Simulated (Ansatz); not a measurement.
# B(CNMe)H3 (C₂H₆BN): Born-Oppenheimer dynamics

Aim: follow B(CNMe)H3 (C₂H₆BN) for 15 steps with a Langevin thermostat (1000 K) and see how far bonds stretch and how energy moves between motion and potential.

Computed with Ansatz 0.2.0, Gaussian basis. Level: BLYP/6-31G*.

1 further run of the same task is left out (it didn't finish).

**1. Structure used throughout**

The structure was relaxed beforehand with r2SCAN-D4/def2-SVP.

10 atoms, charge 0, spin multiplicity 1.

Atoms are counted from 1 here; the program's logs count them from 0.

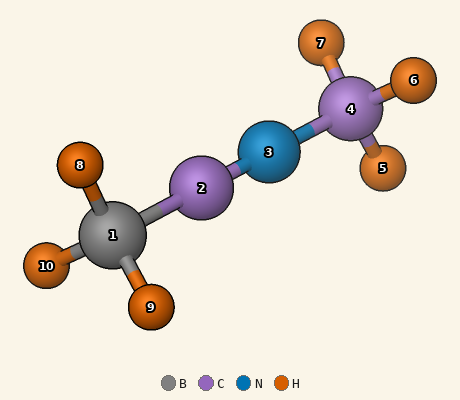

The structure; boron grey, carbon purple, nitrogen blue, hydrogen orange; atoms are numbered from 1 in the order of the file.

**2. The run**

in.yaml

```yaml
crystal:
  periodic: [false, false, false]
  atoms:
    - {symbol: B, position_ang: [0.000575, 0.005800, -2.078753]}
    - {symbol: C, position_ang: [0.001144, 0.000838, -0.543118]}
    - {symbol: N, position_ang: [0.001850, -0.002784, 0.626795]}
    - {symbol: C, position_ang: [-0.000660, -0.005663, 2.034522]}
    - {symbol: H, position_ang: [-1.035167, -0.016676, 2.409724]}
    - {symbol: H, position_ang: [0.506707, 0.893985, 2.414405]}
    - {symbol: H, position_ang: [0.524442, -0.896583, 2.410843]}
    - {symbol: H, position_ang: [1.175212, 0.008417, -2.425440]}
    - {symbol: H, position_ang: [-0.588236, 1.023760, -2.420956]}
    - {symbol: H, position_ang: [-0.585879, -1.011085, -2.428021]}
basis:
  gaussian: {orbitals: "6-31G*"}
hamiltonian: {xc: {name: BLYP}}
md: {timestep: 1 fs, n_steps: 15, ensemble: nvt_langevin, temperature: 1000, initial_velocities: maxwell_boltzmann, friction: 0.01, seed: 242}
scf: {omitted_lower_state_checks: [starts]}
```

Command:

```console
> ansatz run in.yaml --threads 4 --pin off --events-out ev --progress --plain --max-ram 3916MiB
```

What it wrote, shortened:

```text
Functional definition: BLYP
  name "BLYP"
  cite "Becke, Phys. Rev. A 38, 3098 (1988) doi:10.1103/PhysRevA.38.3098"
  cite "Lee, Yang & Parr, Phys. Rev. B 37, 785 (1988) doi:10.1103/PhysRevB.37.785"
[...]
919 factors; their error is unknown
[...]
mean field -4334.99093150 eV, -159.3079783704 hartree, gradient 6.9e-5 eV, S^2 0.000000; 0 other end points of the search recorded, 0 dependent functions left out
[...]
reference -4334.99122563 eV, -159.3079891794 hartree; 15, 15 occupied and 57, 57 virtual orbitals, 919 factors
md step     0: t =     0.00 fs  T =   900.0 K  F+E_penalty+E_count = -4334.99093150 eV  E_kin = 1.163340 eV  (23 SCF iters)
[...]
md step     4: t =     4.00 fs  T =   496.2 K  F+E_penalty+E_count = -4334.44273145 eV  E_kin = 0.641425 eV  (30 SCF iters)
[...]
md step     8: t =     8.00 fs  T =   558.9 K  F+E_penalty+E_count = -4334.44774320 eV  E_kin = 0.722415 eV  (30 SCF iters)
[...]
md step    12: t =    12.00 fs  T =   549.6 K  F+E_penalty+E_count = -4334.38274230 eV  E_kin = 0.710427 eV  (29 SCF iters)
[...]
md step    14: t =    14.00 fs  T =   573.4 K  F+E_penalty+E_count = -4334.40911934 eV  E_kin = 0.741202 eV  (30 SCF iters)
[...]
md step    15: t =    15.00 fs  T =   709.4 K  F+E_penalty+E_count = -4334.49530790 eV  E_kin = 0.916939 eV  (12 SCF iters)
Total energy: -4334.49560870 eV, -159.2897755930 hartree
Atom 0 at     0.140151     0.007101    -2.126188 Å, force    -1.801814     0.097134     0.896012 eV/Å
Atom 1 at     0.055796     0.076579    -0.542429 Å, force     0.773992    -1.045317    -0.485566 eV/Å
Atom 2 at     0.010306    -0.096931     0.631501 Å, force    -0.574014     0.792437     1.283565 eV/Å
Atom 3 at    -0.214350     0.075389     2.081657 Å, force     1.450741     1.881379    -0.094909 eV/Å
Atom 4 at    -1.271899     0.156346     2.365865 Å, force    -0.182848     0.526738    -0.529530 eV/Å
Atom 5 at     0.444355     0.986748     2.537256 Å, force    -1.550161    -1.757350    -1.243550 eV/Å
Atom 6 at     0.102936    -0.800743     2.608403 Å, force     0.682262    -0.988806     0.219450 eV/Å
Atom 7 at     1.173041     0.101666    -2.662130 Å, force     1.127246     0.002642    -0.013187 eV/Å
Atom 8 at    -0.561299     0.954043    -2.387055 Å, force    -0.216974     0.536649    -0.298845 eV/Å
Atom 9 at    -0.545868    -0.961320    -2.459769 Å, force     0.291569    -0.045505     0.266560 eV/Å
Dipole moment:    -0.093612     0.047279     1.283581 e Å
Checks for a lower state left out: starts
```

It took 8.5 s on 4 threads of Arm Neoverse V1, shared host.

**3. The trajectory**

Step by step, with energies from the first frame:

```tsv
time (fs)	T (K)	potential (meV)	B1–H8 (Å)
0.0	900	0.0	1.225
1.0	772	127.0	1.169
2.0	564	420.0	1.129
3.0	416	597.5	1.114
4.0	496	548.2	1.131
5.0	560	403.6	1.169
6.0	687	312.5	1.220
7.0	723	362.7	1.274
8.0	559	543.2	1.315
9.0	509	689.4	1.336
10.0	543	645.9	1.342
11.0	598	570.5	1.331
12.0	550	608.2	1.303
13.0	540	657.1	1.265
14.0	573	581.8	1.220
15.0	709	495.6	1.167
```

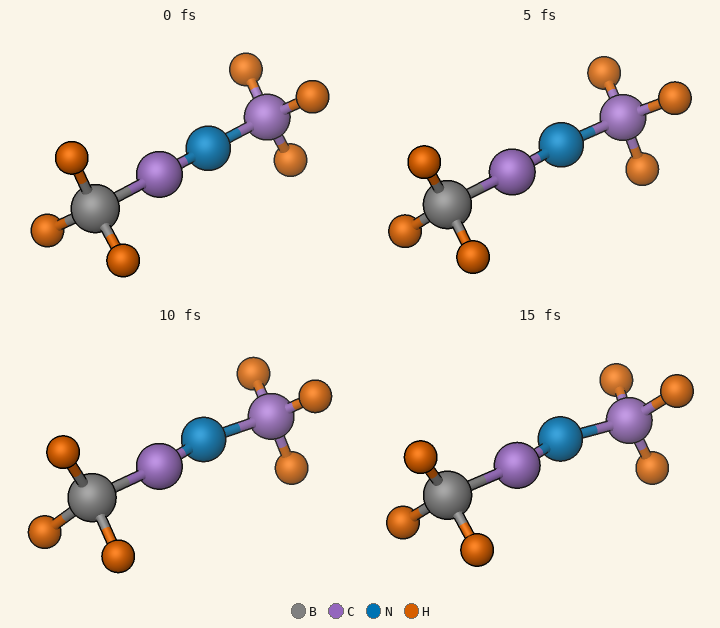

Four frames; sticks are those of the first frame.

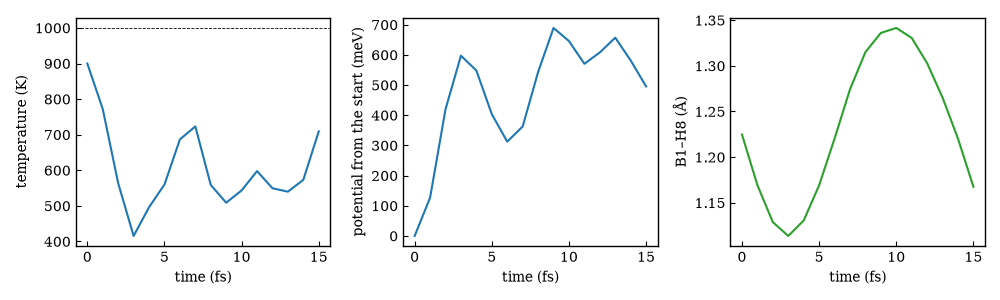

Temperature (the set value dashed), potential energy and the bond that swings most.

Positions (Å) and forces (eV/Å) at 15.0 fs:

```xyz
10

B     0.140    0.007   -2.126   -1.802    0.097    0.896
C     0.056    0.077   -0.542    0.774   -1.045   -0.486
N     0.010   -0.097    0.632   -0.574    0.792    1.284
C    -0.214    0.075    2.082    1.451    1.881   -0.095
H    -1.272    0.156    2.366   -0.183    0.527   -0.530
H     0.444    0.987    2.537   -1.550   -1.757   -1.244
H     0.103   -0.801    2.608    0.682   -0.989    0.219
H     1.173    0.102   -2.662    1.127    0.003   -0.013
H    -0.561    0.954   -2.387   -0.217    0.537   -0.299
H    -0.546   -0.961   -2.460    0.292   -0.046    0.267
```

**4. Results**

```
                         quantity                          value
                           length             15 steps of 1.0 fs
temperature, first and last frame                     900, 709 K
         temperature, second half  mean 573 K, from 509 to 709 K
           swing of the potential                        689 meV
                   range of B1–H8               1.114 to 1.342 Å
```

What this shows: From 900 K at the start the temperature swings between 416 and 900 K: with 10 atoms it has no steady value yet; starting near a minimum, about half of the kinetic energy flows into the potential. B1–H8 swings most, by 0.23 Å; no bond breaks. A run of 15 fs gives no averages.
